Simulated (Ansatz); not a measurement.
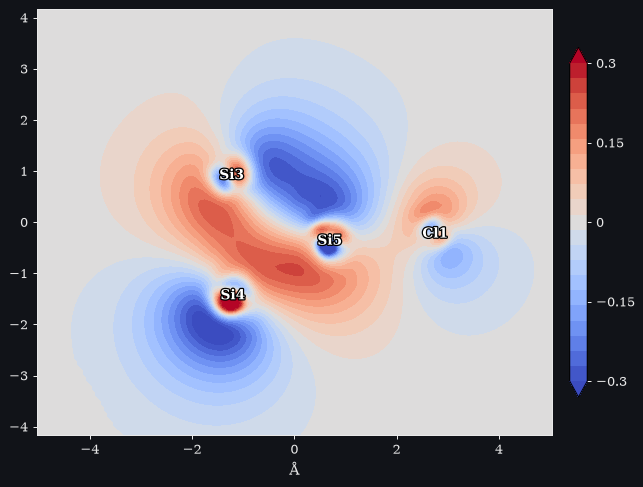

*ClFHSi3 (doublet). The LUMO (β) on the plane of atoms Si3, Si5 and Si4 (values in Å⁻³ᐟ²; the overall sign is arbitrary).*

Geometry: PBE-D3(BJ)/def2-SVP.

All numbers below come from isolated molecule in a Gaussian basis; Kohn-Sham density functional theory, functional PBE0 in Ansatz 0.2.0.

Input

```
crystal:
  periodic: [false, false, false]
  atoms:
    - {symbol: Cl, position_ang: [-3.705115, -1.512169, 1.781517]}
    - {symbol: F, position_ang: [-1.878347, 2.504351, -0.843571]}
    - {symbol: Si, position_ang: [-1.269092, 1.504627, 0.314480]}
    - {symbol: Si, position_ang: [-0.298506, -0.530155, -0.355966]}
    - {symbol: Si, position_ang: [-2.100055, -0.578928, 0.862328]}
    - {symbol: H, position_ang: [-0.860084, 2.471482, 1.393614]}
basis:
  gaussian:
    orbitals: def2-TZVPD
magnetization:
  spin_polarized: true
  initial_magnetization: 1
hamiltonian:
  xc: {name: PBE0}
output: {forces: true, orbitals: {seedname: orbitals}}
```

Command:

```sh
ansatz run input.yaml --threads 2 --pin off --max-ram 4350MiB --events-out events.jsonl --progress --plain --runs-dir runs
```

Where does this orbital lie, and at what energy?

Answer. It lies mainly on Si4 (about 45 %), Si5 (about 25 %) and Si3 (about 25 %). Its energy is −3.99 eV.
